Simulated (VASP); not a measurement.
Band structure of Mn (relaxed from the simple-cubic structure, space group Pm-3m). Level of theory: PBEsol GGA, VASP's PBE PAW potentials (set 64) (plane waves; VASP).

The moments were started parallel, and other spin orders were not tried in this run.

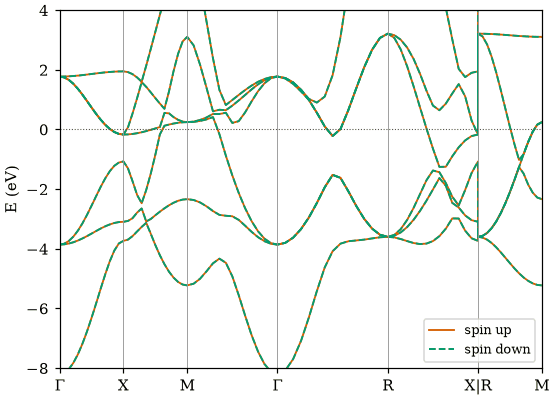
Figure: Bands along high-symmetry lines, zero at the valence-band maximum or, without a gap, the Fermi level

**Question.** Read the plot: is there a gap, and where are the band edges?

**Answer.** It has no gap at this level: it comes out as a metal or semimetal. (Edges off the drawn lines would not show.)

The structure was generated: Mn was put into the simple-cubic type (Pm-3m), which need not be its known phase. It was relaxed first, which changed the volume by -11 %.
